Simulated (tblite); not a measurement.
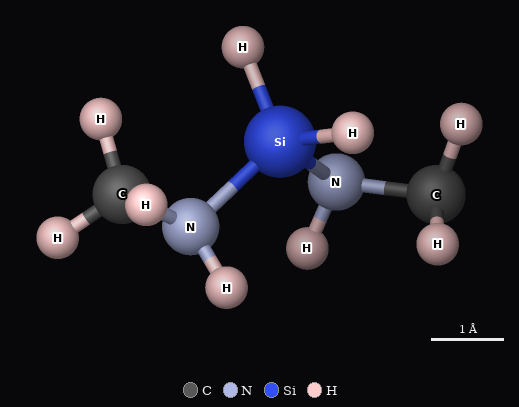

*The structure as given in the input (ball-and-stick view, seen at a tilt).*

Run report: C2H9N2Si, geometry relaxation

C2H9N2Si, multiplicity 2, SMILES [CH2]N[SiH2]NC, computed with GFN2-xTB geometry optimisation, gas phase (tblite 0.8.0).

It belongs to a series of runs on one base structure; here: H removed from sp3 C.

The program's output:
```
step      E/eV     max force
  0    -444.97870    2.853
  1    -445.27311    1.568
  2    -445.43897    1.124
  3    -445.51558    0.980
  4    -445.58977    0.767
  5    -445.63381    0.515
  6    -445.68111    0.669
  7    -445.73556    0.765
  8    -445.79291    0.665
  9    -445.85270    0.588
 10    -445.92502    0.703
 11    -446.00592    0.674
 12    -446.07916    0.787
 13    -446.13040    0.541
 14    -446.15680    0.534
 15    -446.16915    0.883
 16    -446.20644    0.713
 17    -446.24090    0.559
 18    -446.26513    0.556
 19    -446.28854    0.433
 20    -446.31784    0.472
 21    -446.34406    0.484
 22    -446.35816    0.334
 23    -446.36333    0.364
 24    -446.37295    0.425
 25    -446.38556    0.380
 26    -446.40573    0.631
 27    -446.41643    0.299
 28    -446.42342    0.213
 29    -446.42760    0.152
 30    -446.43084    0.158
 31    -446.43544    0.156
 32    -446.43881    0.099
 33    -446.44053    0.140
 34    -446.44157    0.096
 35    -446.44251    0.090
 36    -446.44370    0.097
 37    -446.44513    0.121
 38    -446.44687    0.108
 39    -446.44824    0.081
 40    -446.44918    0.070
 41    -446.44991    0.072
 42    -446.45068    0.071
 43    -446.45151    0.060
 44    -446.45234    0.071
 45    -446.45318    0.075
 46    -446.45416    0.092
 47    -446.45546    0.100
 48    -446.45706    0.104
 49    -446.45848    0.073
 50    -446.45947    0.074
 51    -446.46027    0.078
 52    -446.46095    0.074
 53    -446.46162    0.060
 54    -446.46226    0.044
 55    -446.46268    0.042
 56    -446.46292    0.039
 57    -446.46309    0.038
 58    -446.46327    0.027
 59    -446.46349    0.045
 60    -446.46374    0.044
 61    -446.46394    0.038
 62    -446.46415    0.039
 63    -446.46446    0.040
 64    -446.46489    0.064
 65    -446.46533    0.056
 66    -446.46558    0.030
 67    -446.46570    0.026
 68    -446.46579    0.027
 69    -446.46592    0.034
 70    -446.46616    0.046
 71    -446.46651    0.071
 72    -446.46697    0.081
 73    -446.46748    0.069
 74    -446.46797    0.050
 75    -446.46836    0.046
 76    -446.46864    0.035
 77    -446.46885    0.035
 78    -446.46899    0.035
 79    -446.46912    0.033
 80    -446.46926    0.028
 81    -446.46939    0.024
 82    -446.46946    0.021
 83    -446.46949    0.020
 84    -446.46952    0.017
 85    -446.46957    0.015
 86    -446.46963    0.019
 87    -446.46968    0.013
 88    -446.46969    0.007
```

Trajectory as extended XYZ (Å, eV, eV/Å), 8 of the 89 frames kept, from step=0 to step=88:
```
14
Properties=species:S:1:pos:R:3:forces:R:3 step=0 energy=-444.97870
C    -2.7329    0.2150    0.2227    2.4950  -1.2350  -0.6230
N    -1.7709    0.7039   -0.7561    0.4550  -0.1240   1.6040
Si   -0.3440   -0.4126   -0.6084   -0.2350   1.0330  -0.5070
N     1.0452    0.6101   -0.1833   -2.0910  -0.7960   0.9960
C     2.3130   -0.0186   -0.3801    1.3500   0.0050   0.0720
H    -2.9395   -0.8508   -0.0506   -0.5690   1.1200   0.1300
H    -2.2050    0.2017    1.2024   -1.4020   0.5750  -0.0540
H    -1.4427    1.6495   -0.4560   -0.5280  -0.7850  -0.4080
H    -0.2169   -1.0691   -1.9058    0.0710   0.1470   0.0380
H    -0.6467   -1.4377    0.4006    0.2430  -0.1000   0.0200
H     0.9122    0.8851    0.8303    0.5310  -0.0600  -1.4460
H     2.6135   -0.6455    0.4918   -0.0570   0.1880  -0.6540
H     3.0518    0.7958   -0.4947    0.0340  -0.3670   0.1010
H     2.3622   -0.6273   -1.3100   -0.2970   0.3990   0.7310
14
Properties=species:S:1:pos:R:3:forces:R:3 step=13 energy=-446.13040
C    -2.8124    0.2233    0.2946    0.0500  -0.3710  -0.1900
N    -1.5983    0.5180   -0.2794   -0.0940   0.1070  -0.0180
Si   -0.2689   -0.5178   -0.6501    0.1410  -0.3890   0.3480
N     1.0842    0.4445   -0.2024    0.0140  -0.0470  -0.1060
C     2.4312   -0.0270   -0.3690    0.2170   0.0020  -0.1400
H    -3.1909   -0.7397    0.0237   -0.1390  -0.3300   0.1510
H    -3.0621    0.5848    1.2797   -0.0240   0.3580  -0.1820
H    -1.4616    1.4954   -0.4636    0.1440   0.3920   0.2500
H    -0.1051   -0.9343   -2.0528   -0.0810   0.1480   0.0730
H    -0.4138   -1.7076    0.2182   -0.0820   0.0600  -0.1730
H     0.9842    1.1306    0.5310    0.0680  -0.0990   0.0170
H     2.8113   -0.6983    0.4137   -0.3060   0.0750   0.1270
H     3.1256    0.8066   -0.4396    0.0710   0.1820  -0.0110
H     2.4760   -0.5790   -1.3011    0.0210  -0.0880  -0.1460
14
Properties=species:S:1:pos:R:3:forces:R:3 step=25 energy=-446.38556
C    -2.8567    0.1727    0.2572    0.1690  -0.0030  -0.0640
N    -1.5667    0.4540   -0.1320   -0.2070   0.0230   0.2450
Si   -0.2464   -0.5740   -0.5838   -0.0940   0.3000  -0.2130
N     1.1141    0.4503   -0.2968    0.1080  -0.0710   0.1010
C     2.4747   -0.0162   -0.4191    0.0860  -0.0530  -0.0060
H    -3.1637   -0.8518    0.2358    0.0130  -0.0560   0.0560
H    -3.3725    0.8733    0.8976    0.0990  -0.1170  -0.2180
H    -1.4036    1.4475   -0.1482    0.1460   0.1050   0.0000
H    -0.1582   -0.8017   -2.0355   -0.0570  -0.0980   0.0060
H    -0.4173   -1.8395    0.1308    0.0450  -0.0270   0.0900
H     1.0635    1.1045    0.4705   -0.1480   0.0050   0.0640
H     2.7726   -0.6591    0.4177    0.0120  -0.0160  -0.0020
H     3.1659    0.8280   -0.4556   -0.0470   0.0350  -0.0180
H     2.5937   -0.5885   -1.3357   -0.1250  -0.0250  -0.0400
14
Properties=species:S:1:pos:R:3:forces:R:3 step=38 energy=-446.44687
C    -2.8242    0.1521    0.2131    0.0230  -0.0450  -0.0110
N    -1.5112    0.4857   -0.0026   -0.1020  -0.0320   0.0140
Si   -0.2510   -0.5447   -0.5917   -0.0490   0.0300   0.0750
N     1.1175    0.4456   -0.2671   -0.0120   0.0030   0.0200
C     2.4680   -0.0209   -0.4336    0.0320  -0.0270   0.0090
H    -3.0606   -0.8889    0.3071    0.0240   0.0380  -0.0360
H    -3.4763    0.8870    0.6409   -0.0300   0.0120  -0.0040
H    -1.3657    1.4847   -0.0326    0.0320  -0.0420  -0.0220
H    -0.2390   -0.8072   -2.0382    0.0080   0.0050   0.0070
H    -0.3856   -1.8199    0.1339    0.0130   0.0560  -0.0070
H     1.0480    1.0665    0.5263    0.0120   0.0070   0.0300
H     2.7961   -0.6611    0.3917    0.0240  -0.0410   0.0540
H     3.1527    0.8259   -0.4967    0.0270   0.0010  -0.0750
H     2.5305   -0.6051   -1.3476   -0.0010   0.0340  -0.0530
14
Properties=species:S:1:pos:R:3:forces:R:3 step=50 energy=-446.45947
C    -2.8405    0.1369    0.1797    0.0100  -0.0210  -0.0270
N    -1.5294    0.5011    0.0220    0.0290  -0.0060   0.0280
Si   -0.2422   -0.5151   -0.5238    0.0040   0.0150   0.0130
N     1.1415    0.4568   -0.1999    0.0150  -0.0160  -0.0380
C     2.4729   -0.0284   -0.4636    0.0100  -0.0260   0.0030
H    -3.0530   -0.9084    0.2517   -0.0100  -0.0160  -0.0230
H    -3.5537    0.8570    0.5213   -0.0120   0.0580   0.0240
H    -1.3846    1.4990   -0.0100   -0.0510   0.0070   0.0150
H    -0.2484   -0.7681   -1.9741    0.0560  -0.0230   0.0360
H    -0.3665   -1.7869    0.2078    0.0010   0.0280  -0.0150
H     1.1225    1.0408    0.6244    0.0050  -0.0150  -0.0140
H     2.8490   -0.6727    0.3385    0.0190  -0.0260   0.0100
H     3.1747    0.7989   -0.5904   -0.0640   0.0370   0.0010
H     2.4571   -0.6114   -1.3809   -0.0140   0.0040  -0.0140
14
Properties=species:S:1:pos:R:3:forces:R:3 step=63 energy=-446.46446
C    -2.8528    0.1385    0.1575    0.0130   0.0130  -0.0090
N    -1.5381    0.5055    0.0285   -0.0350  -0.0050   0.0000
Si   -0.2402   -0.5093   -0.4957    0.0120   0.0070   0.0370
N     1.1496    0.4520   -0.1769    0.0080   0.0190  -0.0190
C     2.4730   -0.0304   -0.4812    0.0000   0.0010   0.0050
H    -3.0722   -0.9081    0.1919   -0.0010   0.0160  -0.0060
H    -3.5609    0.8545    0.5246    0.0090  -0.0170  -0.0070
H    -1.4109    1.5063    0.0069    0.0380  -0.0110   0.0060
H    -0.1917   -0.7896   -1.9390   -0.0130  -0.0120   0.0080
H    -0.3802   -1.7694    0.2515   -0.0050   0.0030  -0.0050
H     1.1569    1.0289    0.6523   -0.0280  -0.0230  -0.0140
H     2.8711   -0.6796    0.3073    0.0280   0.0050  -0.0180
H     3.1606    0.8067   -0.6221   -0.0120  -0.0080   0.0140
H     2.4349   -0.6063   -1.4028   -0.0140   0.0120   0.0080
14
Properties=species:S:1:pos:R:3:forces:R:3 step=75 energy=-446.46836
C    -2.8564    0.1622    0.1060    0.0090  -0.0050   0.0180
N    -1.5297    0.4979    0.0369   -0.0280  -0.0120   0.0080
Si   -0.2395   -0.5432   -0.4501    0.0130   0.0280   0.0210
N     1.1445    0.4357   -0.1584    0.0250  -0.0140   0.0060
C     2.4714   -0.0101   -0.5019   -0.0080  -0.0060  -0.0150
H    -3.0971   -0.8807    0.0973   -0.0120   0.0170  -0.0090
H    -3.5523    0.8742    0.5033   -0.0070  -0.0070  -0.0100
H    -1.3696    1.4932    0.0704    0.0240  -0.0010  -0.0080
H    -0.1959   -0.8580   -1.8848   -0.0050  -0.0200  -0.0090
H    -0.3930   -1.7843    0.3285    0.0210   0.0150  -0.0140
H     1.1518    1.0013    0.6781    0.0180  -0.0080   0.0030
H     2.9090   -0.6741    0.2544   -0.0290   0.0320  -0.0170
H     3.1390    0.8445   -0.6379   -0.0350  -0.0150   0.0200
H     2.4171   -0.5591   -1.4390    0.0160  -0.0020   0.0060
14
Properties=species:S:1:pos:R:3:forces:R:3 step=88 energy=-446.46969
C    -2.8591    0.1707    0.1003   -0.0020  -0.0060  -0.0010
N    -1.5289    0.4918    0.0501    0.0070  -0.0010   0.0000
Si   -0.2384   -0.5524   -0.4293    0.0010  -0.0020  -0.0030
N     1.1449    0.4304   -0.1500   -0.0010   0.0040   0.0000
C     2.4696   -0.0023   -0.5155   -0.0040  -0.0010   0.0000
H    -3.1186   -0.8657    0.0510   -0.0030   0.0030   0.0010
H    -3.5605    0.8901    0.4718    0.0020   0.0000  -0.0010
H    -1.3544    1.4842    0.1009    0.0020  -0.0020   0.0000
H    -0.2056   -0.8896   -1.8601    0.0020   0.0030   0.0020
H    -0.3721   -1.7882    0.3600    0.0000   0.0000   0.0020
H     1.1644    0.9801    0.6968    0.0010   0.0040   0.0010
H     2.9187   -0.6687    0.2301   -0.0020  -0.0020  -0.0020
H     3.1261    0.8606   -0.6455   -0.0020  -0.0020   0.0010
H     2.4132   -0.5415   -1.4577   -0.0010   0.0010   0.0000
```

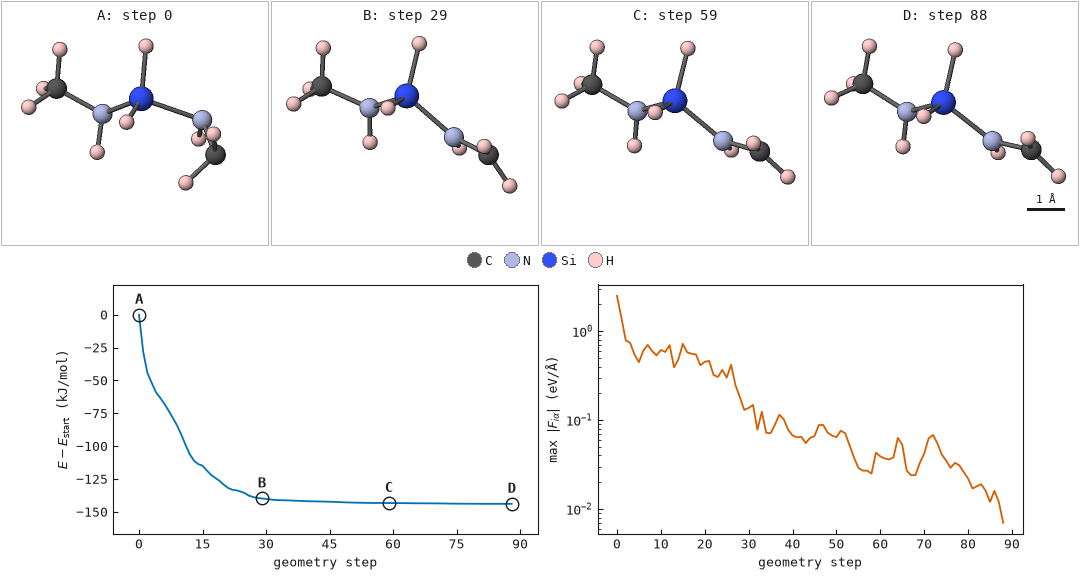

*Frames of the relaxation (ball-and-stick view, seen at a tilt) above the curves, on which the letters mark them (steps are counted from 0).*

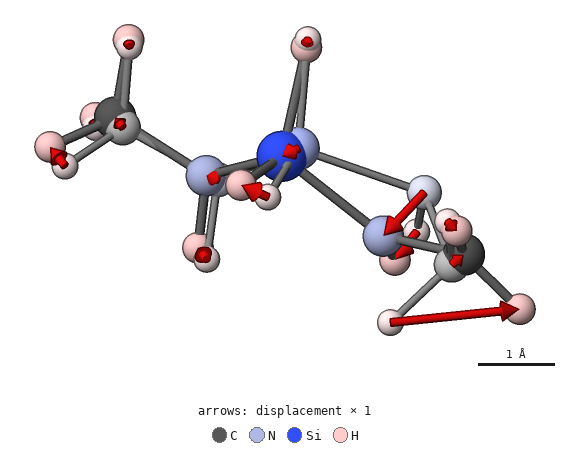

*Start (faint) and end (solid) with the displacements as red arrows, at true length (ball-and-stick view, seen at a tilt). The two geometries are laid on each other by the best rigid fit.*

The largest move after the best rigid fit is that of H7, 1.73 Å. Largest moves by element: H 1.73 Å, N 0.83 Å, Si 0.27 Å, C 0.21 Å. Distances before and after: N2–Si3 1.818 → 1.728 Å, C1–N2 1.457 → 1.369 Å, Si3–N4 1.777 → 1.720 Å, C1–H6 1.120 → 1.070 Å. Among the angles that change: C1–N2–Si3 104.9° → 126.4°, H6–C1–H7 106.9° → 120.5°, N2–C1–H7 106.4° → 119.4°. The energy falls by 143.9 kJ/mol in 88 geometry steps. The largest force component goes from 2.5 to 0.007 eV/Å. (Atoms are counted from 1 in the order of the input.)

This output came from the following input.

The input:
```
{"job": {"kind": "relax", "xc": "GFN2-xTB", "basis": "xTB"}, "charge": 0, "multiplicity": 2}
C     -2.732900     0.215000     0.222700
N     -1.770900     0.703900    -0.756100
Si    -0.344000    -0.412600    -0.608400
N      1.045200     0.610100    -0.183300
C      2.313000    -0.018600    -0.380100
H     -2.939500    -0.850800    -0.050600
H     -2.205000     0.201700     1.202400
H     -1.442700     1.649500    -0.456000
H     -0.216900    -1.069100    -1.905800
H     -0.646700    -1.437700     0.400600
H      0.912200     0.885100     0.830300
H      2.613500    -0.645500     0.491800
H      3.051800     0.795800    -0.494700
H      2.362200    -0.627300    -1.310000
```

The first line tells a small driver script what to run in tblite; the rest is the geometry in Å.

Launch command:
```bash
OMP_NUM_THREADS=1 python <driver script> task.json out
```

Summary:

- outcome: converged
- total energy: −446.4697 eV
- hardware: 1 CPU thread, shared host
- peak memory: 0.18 GiB
